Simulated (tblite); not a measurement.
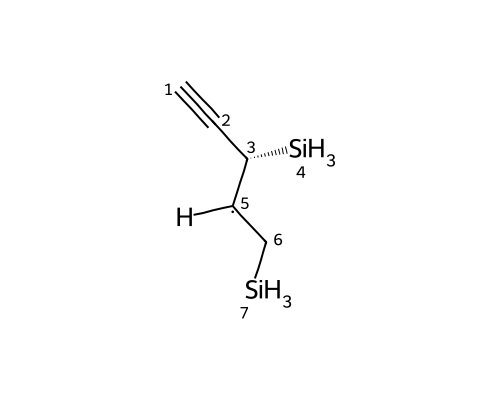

A structural formula, with wedges where it has stereocentres; small numbers name the atoms. The configuration is that of a computed structure (GFN2-xTB).

Assign CIP descriptors.

C3: R.
